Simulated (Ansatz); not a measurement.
**La, pressure series**

The reference is La (space group P6_3/mmc, No. 194; a = 3.661 Å, c = 11.718 Å).

Cell and atoms are relaxed at each pressure.

The values are results of Ansatz (a first-principles code), PBEsol, PAW, cutoff 420 eV, scalar-relativistic without spin-orbit coupling, not measurements.

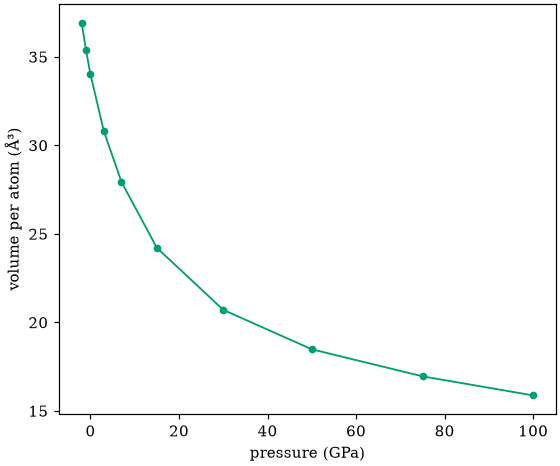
*Volume per atom against pressure*

```
pressure (GPa)  volume per atom
--------------  ---------------
-2                     36.93 Å³
-1                     35.36 Å³
3                      30.81 Å³
7                      27.93 Å³
15                     24.21 Å³
30                     20.70 Å³
50                     18.48 Å³
75                     16.95 Å³
100                    15.87 Å³
```

Load acts through the strain it causes; cell and atoms are relaxed under it. Whether these cells are dynamically stable was not tested. No other phases were tried under pressure.
